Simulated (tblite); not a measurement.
Energy landscape of H2Mg, singlet: map of symmetric stretch and bend. Scanned: Mg-H bond length and H-Mg-H angle.

Cartesian coordinates as functions of the variables (Å; names that start with a are angles):
```
Mg  0  0  0
H  r*sin(a/2)  0  r*cos(a/2)
H  -r*sin(a/2)  0  r*cos(a/2)
```

Calculation: GFN2-xTB, 300 K electronic temperature (tblite 0.5.0).

Energy in kJ/mol above the lowest grid point; x is the Mg-H bond length (Å), y the H-Mg-H angle (°).

| y \ x | 1.45 | 1.56 | 1.65 | 1.74 | 1.82 | 1.91 | 1.99 | 2.08 | 2.16 | 2.25 | 2.31 |
|---|---|---|---|---|---|---|---|---|---|---|---|
| 180 | 29.3 | 3.1 | 0.0 | 6.3 | 16.8 | 32.2 | 47.6 | 66.2 | 83.9 | 104.4 | 118.8 |
| 173 | 29.6 | 3.4 | 0.3 | 6.5 | 17.1 | 32.4 | 47.8 | 66.4 | 84.2 | 104.7 | 119.1 |
| 163 | 31.3 | 4.9 | 1.6 | 7.9 | 18.4 | 33.7 | 49.1 | 67.8 | 85.5 | 106.0 | 120.4 |
| 153 | 34.5 | 7.8 | 4.4 | 10.5 | 20.9 | 36.3 | 51.7 | 70.3 | 88.1 | 108.6 | 123.0 |
| 143 | 39.8 | 12.5 | 8.8 | 14.7 | 25.1 | 40.4 | 55.8 | 74.4 | 92.2 | 112.7 | 127.1 |
| 133 | 47.8 | 19.6 | 15.5 | 21.2 | 31.4 | 46.6 | 61.9 | 80.4 | 98.2 | 118.7 | 133.1 |
| 123 | 59.3 | 30.0 | 25.2 | 30.4 | 40.4 | 55.4 | 70.5 | 89.0 | 106.6 | 127.0 | 141.4 |
| 113 | 75.9 | 44.9 | 39.1 | 43.6 | 53.0 | 67.6 | 82.5 | 100.7 | 118.2 | 138.4 | 152.7 |
| 103 | 99.4 | 65.9 | 58.6 | 61.9 | 70.6 | 84.5 | 98.9 | 116.6 | 133.7 | 153.5 | 167.6 |
| 93 | 133.3 | 96.0 | 86.3 | 87.8 | 95.1 | 107.7 | 121.2 | 138.0 | 154.3 | 173.5 | 187.1 |
| 83 | 182.8 | 139.8 | 126.4 | 124.8 | 129.8 | 140.3 | 152.1 | 167.2 | 182.3 | 200.2 | 213.0 |
| 70 | 287.1 | 231.7 | 210.0 | 201.3 | 201.0 | 206.2 | 214.0 | 225.0 | 236.8 | 251.3 | 262.1 |

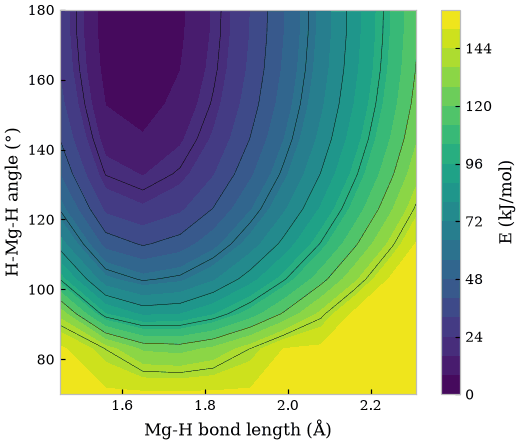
Energy surface, cut off at 154 kJ/mol.

Points that lie below all their neighbours on the grid: x = 1.65, y = 180 on the edge of the grid (0.0 kJ/mol).
